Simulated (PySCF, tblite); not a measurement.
# C5H12O2Si: geometry, infrared bands, NMR shifts, electronic excitations and core binding energies

Wanted: the infrared bands, NMR shifts, electronic excitations and core binding energies of C5H12O2Si (`CO[SiH](OC)C1CC1`), by calculation.

Programs: tblite 0.8.0 and PySCF 2.14.0, with density-fitted response routines of our own. Each step states its level of theory. These are calculated values for one molecule in the gas phase, unless marked as measured. Atoms count from 0, in the outputs and in this text.

### Step 1. The starting structure

20 atoms, charge 0, multiplicity 1; geometry from: force field or distance geometry start.

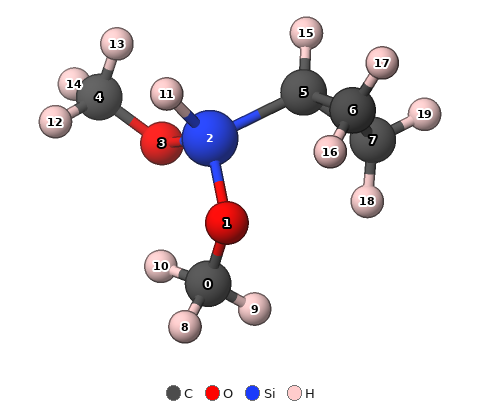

The starting geometry (carbon dark grey, oxygen red, silicon blue, hydrogen pink), atoms numbered.

### Step 2. Geometry optimisation with GFN2-xTB

Job settings and geometry (Å):

```
{"job": {"kind": "relax", "xc": "GFN2-xTB", "basis": "xTB"}, "charge": 0, "multiplicity": 1}
C     -1.169800    -2.047200    -0.521200
O     -0.445100    -1.426700     0.469000
Si    -0.383400     0.266600     0.352000
O     -1.401000     0.914200    -0.856800
C     -2.211300     1.865500    -0.222700
C      1.418800     0.693800     0.086600
C      2.301900    -0.234400     0.915300
C      2.329300    -0.304300    -0.575300
H     -1.698600    -2.904000    -0.025800
H     -0.576600    -2.449800    -1.338700
H     -1.960200    -1.340200    -0.841900
H     -0.770500     0.801300     1.678300
H     -2.997900     1.401300     0.427900
H     -1.583300     2.487000     0.429000
H     -2.685800     2.544000    -0.990200
H      1.730700     1.753900     0.109500
H      1.800600    -1.079800     1.449900
H      3.102800     0.248000     1.484300
H      1.906600    -1.231800    -1.009700
H      3.287700     0.053200    -1.022600
```

Run with:

```console
OMP_NUM_THREADS=1 python probes_run.py task.json out
```

This one command runs all jobs of the session in turn.

The program printed:

```text
step      E/eV     max force
  0    -726.65600    2.407
  1    -726.94453    1.457
  2    -727.08537    0.829
  3    -727.15593    0.597
  4    -727.20656    0.514
  5    -727.24535    0.474
  6    -727.29874    0.548
  7    -727.33867    0.436
  8    -727.37327    0.433
  9    -727.40161    0.342
 10    -727.42640    0.314
 11    -727.44678    0.316
 12    -727.46263    0.287
 13    -727.47475    0.272
 14    -727.48556    0.228
 15    -727.49687    0.266
 16    -727.50751    0.211
 17    -727.51538    0.184
 18    -727.52035    0.144
 19    -727.52390    0.146
 20    -727.52767    0.149
 21    -727.53173    0.171
 22    -727.53480    0.119
 23    -727.53663    0.135
 24    -727.53807    0.121
 25    -727.53971    0.095
 26    -727.54172    0.122
 27    -727.54405    0.131
 28    -727.54660    0.159
 29    -727.54954    0.192
 30    -727.55306    0.189
 31    -727.55671    0.195
 32    -727.55976    0.158
 33    -727.56245    0.158
 34    -727.56505    0.171
 35    -727.56749    0.111
 36    -727.56987    0.108
 37    -727.57201    0.111
 38    -727.57405    0.162
 39    -727.57620    0.149
 40    -727.57830    0.091
 41    -727.57999    0.073
 42    -727.58131    0.084
 43    -727.58258    0.107
 44    -727.58423    0.138
 45    -727.58663    0.161
 46    -727.58965    0.148
 47    -727.59282    0.141
 48    -727.59603    0.139
 49    -727.59897    0.150
 50    -727.60211    0.122
 51    -727.60523    0.113
 52    -727.60844    0.128
 53    -727.61170    0.152
 54    -727.61607    0.156
 55    -727.62107    0.172
 56    -727.62635    0.175
 57    -727.63036    0.164
 58    -727.63419    0.117
 59    -727.63662    0.094
 60    -727.63875    0.131
 61    -727.64139    0.128
 62    -727.64355    0.082
 63    -727.64507    0.085
 64    -727.64612    0.078
 65    -727.64719    0.068
 66    -727.64863    0.081
 67    -727.65024    0.085
 68    -727.65161    0.083
 69    -727.65267    0.071
 70    -727.65375    0.081
 71    -727.65495    0.087
 72    -727.65625    0.084
 73    -727.65759    0.086
 74    -727.65917    0.078
 75    -727.66078    0.090
 76    -727.66294    0.081
 77    -727.66468    0.083
 78    -727.66592    0.080
 79    -727.66698    0.075
 80    -727.66826    0.073
 81    -727.66969    0.069
 82    -727.67086    0.075
 83    -727.67162    0.054
 84    -727.67226    0.051
 85    -727.67289    0.061
 86    -727.67348    0.051
 87    -727.67393    0.038
 88    -727.67427    0.041
 89    -727.67461    0.041
 90    -727.67503    0.045
 91    -727.67555    0.051
 92    -727.67606    0.048
 93    -727.67649    0.037
 94    -727.67683    0.041
 95    -727.67716    0.046
 96    -727.67754    0.045
 97    -727.67796    0.042
 98    -727.67829    0.036
 99    -727.67853    0.037
100    -727.67878    0.044
101    -727.67913    0.046
102    -727.67958    0.050
103    -727.67997    0.047
104    -727.68021    0.031
105    -727.68037    0.026
106    -727.68056    0.032
107    -727.68080    0.038
108    -727.68102    0.026
109    -727.68117    0.025
110    -727.68128    0.022
111    -727.68139    0.029
112    -727.68149    0.025
113    -727.68155    0.017
114    -727.68159    0.016
115    -727.68163    0.015
116    -727.68167    0.015
117    -727.68170    0.013
118    -727.68173    0.013
119    -727.68176    0.012
120    -727.68179    0.015
121    -727.68182    0.011
122    -727.68184    0.012
123    -727.68187    0.012
124    -727.68190    0.014
125    -727.68194    0.019
126    -727.68202    0.024
127    -727.68214    0.027
128    -727.68228    0.024
129    -727.68243    0.030
130    -727.68261    0.029
131    -727.68280    0.037
132    -727.68311    0.043
133    -727.68344    0.050
134    -727.68377    0.053
135    -727.68402    0.073
136    -727.68438    0.047
137    -727.68476    0.038
138    -727.68515    0.044
139    -727.68542    0.053
140    -727.68538    0.083
141    -727.68577    0.030
142    -727.68592    0.032
143    -727.68614    0.030
144    -727.68628    0.023
145    -727.68638    0.016
146    -727.68645    0.014
147    -727.68650    0.012
148    -727.68652    0.021
149    -727.68654    0.012
150    -727.68656    0.010
151    -727.68661    0.018
152    -727.68665    0.023
153    -727.68675    0.027
154    -727.68684    0.022
155    -727.68694    0.018
156    -727.68701    0.014
157    -727.68707    0.018
158    -727.68711    0.039
159    -727.68701    0.054
160    -727.68720    0.014
161    -727.68723    0.012
162    -727.68727    0.016
163    -727.68729    0.006
```

Run time: 2.1 s. Hardware: 1 thread of Arm Neoverse N1, shared host; peak memory 0.18 GiB.

Relaxation path: (not every step is listed)

```csv
step,energy from step 0 (eV),largest force (eV/Å)
0,0.0000,2.4068
1,-0.2885,1.4571
2,-0.4294,0.8292
3,-0.4999,0.5968
4,-0.5506,0.5136
5,-0.5894,0.4735
6,-0.6427,0.5482
7,-0.6827,0.4362
8,-0.7173,0.4327
23,-0.8806,0.1353
38,-0.9181,0.1619
53,-0.9557,0.1520
68,-0.9956,0.0827
83,-1.0156,0.0541
98,-1.0223,0.0359
113,-1.0256,0.0167
128,-1.0263,0.0242
143,-1.0301,0.0300
158,-1.0311,0.0389
159,-1.0310,0.0540
160,-1.0312,0.0139
161,-1.0312,0.0121
162,-1.0313,0.0158
163,-1.0313,0.0063
```

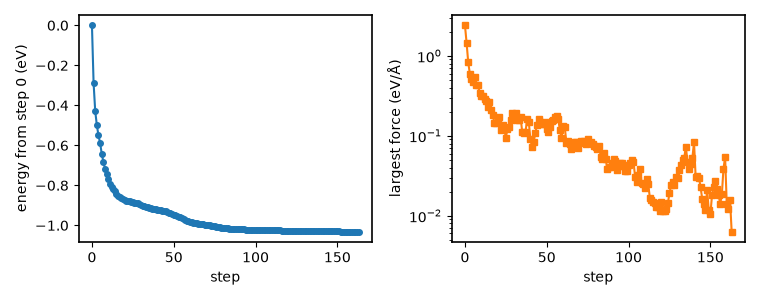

Energy and force, step by step.

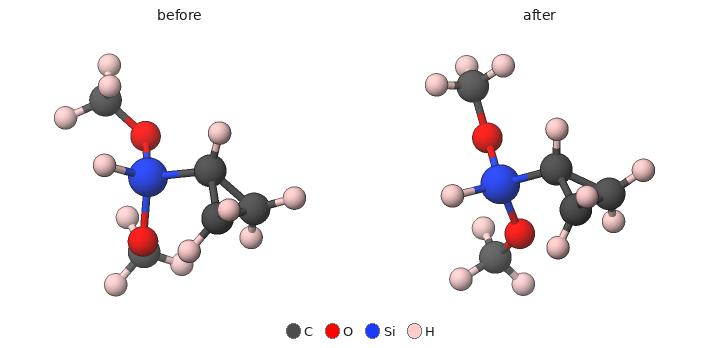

The geometry before (left) and after (right).

Distances of close pairs at the start and the end, largest changes first:

```csv
bond,before (Å),after (Å),change (Å)
O1–Si2,1.698,1.616,-0.083
Si2–O3,1.708,1.630,-0.077
C6–H16,1.119,1.079,-0.040
C4–H14,1.129,1.091,-0.038
C7–H19,1.116,1.080,-0.036
C7–H18,1.108,1.078,-0.030
C0–H8,1.122,1.093,-0.030
C4–H12,1.121,1.092,-0.029
```

The final coordinates are the input of the step that follows.

### Step 3. Infrared spectrum with GFN2-xTB

Job settings and geometry (Å):

```
{"job": {"kind": "ir", "xc": "GFN2-xTB", "basis": "xTB"}, "charge": 0, "multiplicity": 1}
C     -1.411536    -2.377121    -0.604094
O     -0.376225    -1.496713    -0.275807
Si    -0.475822    -0.044805     0.425603
O     -1.563812     0.807382    -0.439320
C     -1.932245     2.145346    -0.291599
C      1.270305     0.642826     0.348609
C      2.412777    -0.086540     0.999982
C      2.339795    -0.008317    -0.485669
H     -1.825273    -2.832274     0.298817
H     -0.996235    -3.157195    -1.243651
H     -2.209943    -1.856927    -1.134738
H     -0.946074    -0.134544     1.816919
H     -2.330738     2.331321     0.708484
H     -1.076045     2.803833    -0.453714
H     -2.700575     2.366174    -1.033559
H      1.334573     1.723704     0.411207
H      2.201533    -1.035195     1.467956
H      3.165950     0.495350     1.511466
H      2.072366    -0.902888    -1.024486
H      3.042075     0.627262    -1.005441
```

The program printed:

```text
mode    cm-1     km/mol
  1      11.3      0.30
  2      66.9      4.26
  3      69.3      1.66
  4      79.4      0.83
  5      93.3      0.03
  6     107.0      1.85
  7     149.0      2.25
  8     191.7      6.12
  9     218.4      4.66
 10     302.2      6.70
 11     331.6     19.14
 12     358.2     48.16
 13     628.8     32.55
 14     703.2     98.49
 15     728.2     90.70
 16     776.3    228.45
 17     801.0     87.22
 18     821.2    101.65
 19     846.5      9.37
 20     960.3      0.17
 21    1010.6     44.42
 22    1031.7     14.85
 23    1070.2      1.33
 24    1072.4      0.79
 25    1114.9      0.27
 26    1128.8      9.49
 27    1134.3     18.32
 28    1137.4    145.79
 29    1140.6     59.01
 30    1154.9    156.20
 31    1162.7     34.27
 32    1163.6     94.88
 33    1256.2      4.86
 34    1357.7     18.30
 35    1409.1      0.28
 36    1415.7      0.29
 37    1439.1      0.27
 38    1477.8      3.18
 39    1480.5      4.19
 40    1485.7      5.86
 41    1486.1      1.96
 42    1487.8      1.92
 43    2182.0    298.76
 44    2948.0     32.15
 45    2950.7     55.18
 46    2960.9     38.83
 47    2975.8     33.09
 48    2983.6     32.02
 49    2987.6     28.96
 50    3024.1     52.76
 51    3071.8     27.12
 52    3078.5     45.76
 53    3099.0     29.54
 54    3115.3     48.28
```

Wall time 1.3 s (1 thread of Arm Neoverse N1, shared host); peak memory 0.18 GiB.

Which atoms move in the most intense modes:

```csv
cm⁻¹,km/mol,atoms
703,98.5,"H11 67 %, O1 13 %"
728,90.7,H11 83 %
776,228.4,"Si2 43 %, O3 14 %"
821,101.7,"Si2 25 %, H19 12 %, H18 12 %, H17 11 %"
1137,145.8,"C0 22 %, O1 21 %, H9 16 %, H10 14 %"
1155,156.2,"H14 21 %, O3 19 %, C4 14 %, O1 11 %"
1164,94.9,"O1 24 %, C0 13 %, O3 13 %"
2182,298.8,H11 97 %
```

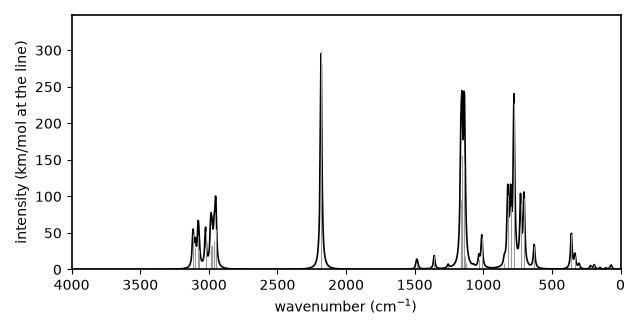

The infrared spectrum from these modes, unscaled. Lines are broadened to a width of 14 cm⁻¹ (Lorentzian).

### Step 4. Geometry optimisation at PBE0-D3(BJ)/def2-SVP

Job settings and geometry (Å):

```
{"job": {"xc": "PBE0", "basis": "def2-SVP", "d3": "d3bj", "grid": 1, "shake": 0.01, "kind": "geom"}, "charge": 0, "multiplicity": 1}
C     -1.391130    -2.402680    -0.599910
O     -0.381900    -1.501240    -0.277960
Si    -0.496020    -0.047120     0.416950
O     -1.530580     0.809640    -0.442850
C     -1.935060     2.138670    -0.302150
C      1.266400     0.647650     0.346220
C      2.422350    -0.088540     1.000220
C      2.355250    -0.002870    -0.490720
H     -1.827100    -2.826870     0.318170
H     -0.998930    -3.159630    -1.233630
H     -2.218810    -1.859840    -1.125910
H     -0.940270    -0.133630     1.823620
H     -2.359020     2.341530     0.698890
H     -1.092730     2.806600    -0.446710
H     -2.705020     2.355410    -1.033300
H      1.334050     1.737760     0.418680
H      2.203470    -1.024080     1.465900
H      3.156690     0.501190     1.517290
H      2.070220    -0.910720    -1.022190
H      3.017140     0.634160    -1.000530
```

The program printed:

```text
step   0  E = -636.86611787  max force = 0.049309
step   1  E = -636.87549804  max force = 0.007554
step   2  E = -636.87609825  max force = 0.002994
step   3  E = -636.87627768  max force = 0.001343
step   4  E = -636.87642527  max force = 0.002286
step   5  E = -636.87660049  max force = 0.002773
step   6  E = -636.87675194  max force = 0.002122
step   7  E = -636.87685732  max force = 0.001097
step   8  E = -636.87690856  max force = 0.001278
step   9  E = -636.87693998  max force = 0.001186
step  10  E = -636.87696207  max force = 0.000698
step  11  E = -636.87697653  max force = 0.000393
optimisation converged
```

It took 5.1 min on 1 thread of Arm Neoverse N1, shared host; peak memory 0.74 GiB.

Relaxation path:

```csv
step,energy from step 0 (eV),largest force component (eV/Å)
0,0.0000,2.5356
1,-0.2552,0.3884
2,-0.2716,0.1540
3,-0.2765,0.0691
4,-0.2805,0.1176
5,-0.2852,0.1426
6,-0.2894,0.1091
7,-0.2922,0.0564
8,-0.2936,0.0657
9,-0.2945,0.0610
10,-0.2951,0.0359
11,-0.2955,0.0202
```

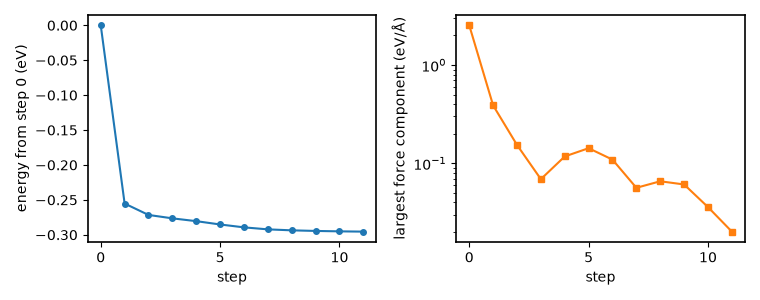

Energy and force, step by step.

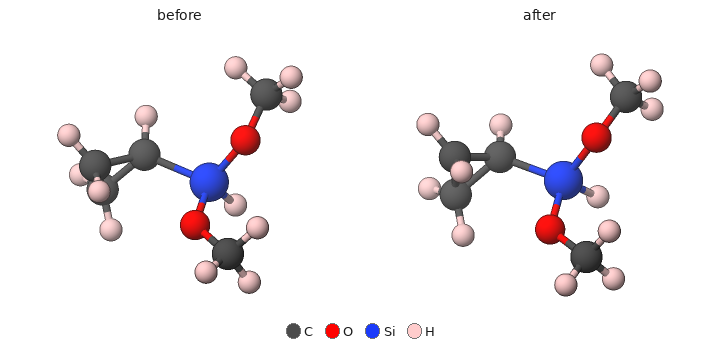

The geometry before (left) and after (right).

Distances of close pairs at the start and the end, largest changes first:

```csv
bond,before (Å),after (Å),change (Å)
Si2–O3,1.595,1.663,+0.069
Si2–C5,1.896,1.846,-0.050
C7–H19,1.051,1.093,+0.042
O1–Si2,1.616,1.654,+0.039
C0–H9,1.062,1.100,+0.038
C6–H16,1.068,1.094,+0.026
Si2–H11,1.478,1.499,+0.022
C4–H13,1.085,1.106,+0.021
```

The next job starts from the end point, and lists it.

```csv
at the end point,value
point group (found at 0.08 Å tolerance),C1
"rotational constants (GHz, main isotopes)","1.997, 1.370, 0.922"
dipole moment (D),1.07
```

### Step 5. Nuclear shieldings: PBE0/pcSseg-1

Job settings and geometry (Å):

```
{"job": {"kind": "nmr", "xc": "PBE0", "basis": "pcSseg-1"}, "charge": 0, "multiplicity": 1}
C     -1.368348    -2.367812    -0.341960
O     -0.284149    -1.524345    -0.071640
Si    -0.396491     0.037957     0.460920
O     -1.390659     0.837610    -0.606407
C     -2.017121     2.064989    -0.385751
C      1.342103     0.658646     0.476402
C      2.475585    -0.299612     0.771916
C      2.294174     0.220989    -0.612558
H     -1.938379    -2.610371     0.574052
H     -0.988099    -3.310375    -0.763449
H     -2.064601    -1.916403    -1.069701
H     -1.049305     0.116374     1.808502
H     -2.521142     2.109423     0.598702
H     -1.305572     2.909635    -0.439189
H     -2.781992     2.223955    -1.161842
H      1.481926     1.680787     0.847703
H      2.220921    -1.346761     0.957775
H      3.312915     0.078225     1.364871
H      1.915790    -0.471408    -1.369845
H      3.005582     0.960384    -0.989451
```

With the program's defaults for keys left out, this is: GIAO PBE0/pcSseg-1 NMR shielding, non-relativistic, gas phase.

The program printed:

```text
coarse grid: 16672 points
cycle   1  E = -636.9436405798  dE =  9.592e-01  |g| = 8.904e-01  |ddm| = 3.847e+00
cycle   2  E = -636.7406629448  dE =  2.030e-01  |g| = 1.374e+00  |ddm| = 1.888e+00
cycle   3  E = -637.0902017961  dE = -3.495e-01  |g| = 9.099e-02  |ddm| = 1.301e+00
cycle   4  E = -637.0913983729  dE = -1.197e-03  |g| = 4.846e-02  |ddm| = 1.010e-01
cycle   5  E = -637.0919626745  dE = -5.643e-04  |g| = 7.199e-03  |ddm| = 4.389e-02
cycle   6  E = -637.0919732598  dE = -1.059e-05  |g| = 2.184e-03  |ddm| = 7.154e-03
cycle   7  E = -637.0919741890  dE = -9.292e-07  |g| = 5.392e-04  |ddm| = 1.858e-03
final grid: 154848 points
cycle   8  E = -637.1593468887  dE = -2.917e-05  |g| = 1.296e-02  |ddm| = 2.636e-02
cycle   9  E = -637.1593173041  dE =  2.958e-05  |g| = 1.819e-02  |ddm| = 1.939e-02
cycle  10  E = -637.1593800274  dE = -6.272e-05  |g| = 1.526e-03  |ddm| = 1.193e-02
cycle  11  E = -637.1593805232  dE = -4.958e-07  |g| = 1.590e-04  |ddm| = 1.381e-03
cycle  12  E = -637.1593805277  dE = -4.481e-09  |g| = 6.849e-05  |ddm| = 2.103e-04
cycle  13  E = -637.1593805287  dE = -1.023e-09  |g| = 1.676e-05  |ddm| = 7.360e-05
cycle  14  E = -637.1593805287  dE = -6.457e-11  |g| = 4.297e-06  |ddm| = 1.524e-05
converged SCF energy = -637.1593805287

GIAO shielding tensors (ppm)
atom      isotropic    diamagn.    paramagn.     s11        s22        s33       span
  0 C      132.629     240.567    -107.939    104.671    108.864    184.350     79.680
  1 O      316.829     401.578     -84.749    249.926    338.533    362.028    112.103
  2 Si     366.178     883.253    -517.076    331.204    376.974    390.355     59.151
  3 O      309.295     402.191     -92.896    252.652    320.009    355.225    102.573
  4 C      133.641     240.314    -106.673    106.840    110.702    183.381     76.541
  5 C      189.294     257.594     -68.300    157.233    181.639    229.010     71.777
  6 C      181.729     254.551     -72.822    155.890    173.620    215.679     59.789
  7 C      181.941     252.021     -70.081    155.959    175.725    214.138     58.179
  8 H       27.894      27.895      -0.001     23.675     25.068     34.940     11.264
  9 H       27.762      27.569       0.193     23.074     25.392     34.819     11.745
 10 H       27.605      28.834      -1.229     22.560     26.022     34.233     11.672
 11 H       26.438      31.549      -5.110     23.318     24.466     31.530      8.213
 12 H       27.699      28.096      -0.397     23.739     25.280     34.076     10.337
 13 H       27.678      28.953      -1.275     22.873     25.987     34.174     11.301
 14 H       27.509      27.177       0.333     23.206     24.974     34.348     11.143
 15 H       31.897      33.047      -1.150     24.742     28.548     42.401     17.659
 16 H       30.815      32.177      -1.362     23.850     29.417     39.178     15.328
 17 H       30.845      30.393       0.452     24.734     26.269     41.533     16.799
 18 H       30.644      32.398      -1.754     24.062     29.143     38.727     14.665
 19 H       30.813      30.482       0.331     24.978     26.082     41.380     16.401
```

Wall time 66 s (1 thread of Arm Neoverse N1, shared host); peak memory 0.95 GiB.

Shifts follow as δ = σ(reference) − σ, with reference shieldings (ppm) from runs at the same level and on the same kind of geometry: 1H TMS 31.27, 13C TMS 184.4, 29Si TMS 352.0, 17O H2O 334.6. The references are single molecules in the gas phase, so shifts against H2O, NH3, PH3, H3PO4 or CFCl3 are not on the usual liquid scales and can be off by tens of ppm. Atoms listed in one row are averaged.

```csv
atoms,environment,σ (ppm),δ (ppm),δ scaled to CDCl3
"C0, C4",methyl carbon bonded to O,133.1,51.3,49.3
"C6, C7",three-membered-ring carbon,181.8,2.6,2.0
C5,three-membered-ring carbon,189.3,-4.9,-5.2
H11,"hydrogen on a silicon bonded to C, 2 O",26.44,4.83,–
"H8, H9, H10, H12, H13, H14",hydrogen on a methyl carbon bonded to O,27.69,3.58,3.61
"H16, H18",hydrogen on a three-membered-ring carbon,30.73,0.54,0.73
"H17, H19",hydrogen on a three-membered-ring carbon,30.83,0.44,0.63
H15,hydrogen on a three-membered-ring carbon,31.90,-0.63,-0.38
"O1, O3","oxygen bonded to C, Si",313.1,21.5,–
Si2,"silicon bonded to C, 2 O, H",366.2,-14.2,–
```

The scaled column applies a straight-line fit of computed shieldings to shifts measured in CDCl3 (root-mean-square error 0.21 ppm for H, 2.0 ppm for C).

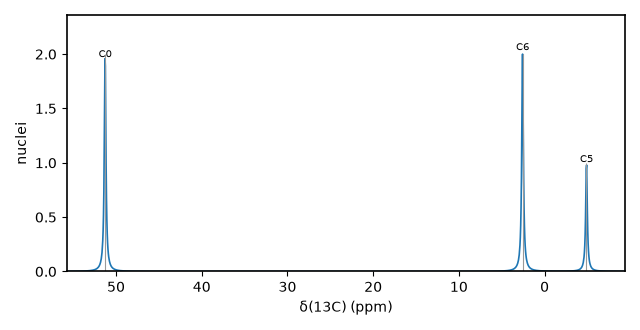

13C lines at the computed shifts, without couplings. Lines are broadened to a width of 0.22 ppm (Lorentzian).

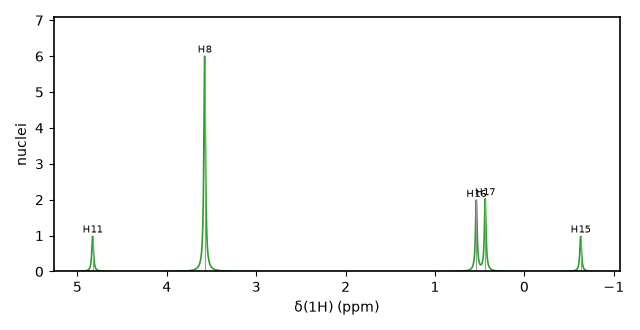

1H lines at the computed shifts, without couplings. Lines are broadened to a width of 0.02 ppm (Lorentzian).

The run also stored atomic charges by several schemes (e):

```csv
atoms,Mulliken,IAO,Hirshfeld,ESP fit
"C0, C4",-0.02,-0.19,-0.03,-0.16
"O1, O3",-0.65,-0.64,-0.23,-0.29
Si2,1.15,1.31,0.46,0.59
C5,-0.57,-0.47,-0.15,-0.34
"C6, C7",-0.21,-0.27,-0.08,-0.27
```

Mulliken charges:

C0 -0.02; O1 -0.65; Si2 1.15; O3 -0.65; C4 -0.02; C5 -0.57; C6 -0.21; C7 -0.21; H8 0.10; H9 0.12; H10 0.11; H11 -0.15; H12 0.09; H13 0.10; H14 0.12; H15 0.15; H16 0.14; H17 0.13; H18 0.15; H19 0.13

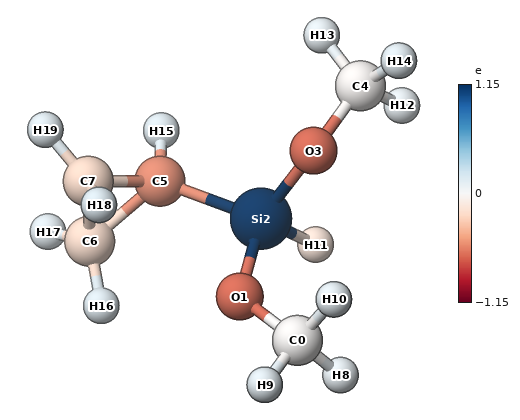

Mulliken charges, as colours on the atoms.

Mayer bond orders: C0–O1 0.90, O1–Si2 0.96, Si2–O3 0.93, O3–C4 0.92, Si2–C5 0.87, C5–C6 0.95, C6–C7 0.97, C7–C5 0.96.

Ring of atoms C5, C6, C7: NICS(0) -45.0, NICS(1) -9.0, NICS(1)zz -25.7 ppm (means of both faces).

In rings of three or four atoms NICS is ruled by the nearby σ bonds, so it says little on aromaticity.

(Part 1 of 2 ends here.)
